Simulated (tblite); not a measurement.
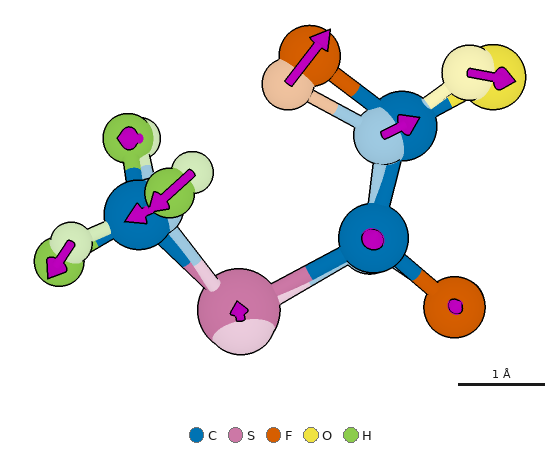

A relaxation of C3H3F2OS (charge −1). The starting structure is drawn faded, the final one solid; purple arrows show the displacements, 2 times their true length. The two geometries are superimposed by the best rigid fit.

The picture is a ball-and-stick view, seen at a tilt.

Theory: GFN2-xTB geometry optimisation, dihedral held, gas phase in tblite. 

### What happened in the run?

Over 51 geometry steps the energy falls by 0.996 eV. The atom that moves furthest after the best rigid fit is an F atom (0.42 Å). Largest moves by element: F 0.42 Å, H 0.38 Å, O 0.36 Å, C 0.27 Å, S 0.13 Å. Some distances before and after: C–F 1.353 → 1.460 Å, C–S 1.758 → 1.798 Å, C–O 1.254 → 1.219 Å, C–F 1.360 → 1.392 Å. Among the angles between lasting bonds that change: S–C–C 124.1° → 132.5°, S–C–F 115.3° → 107.2°, C–S–C 98.2° → 104.4°.
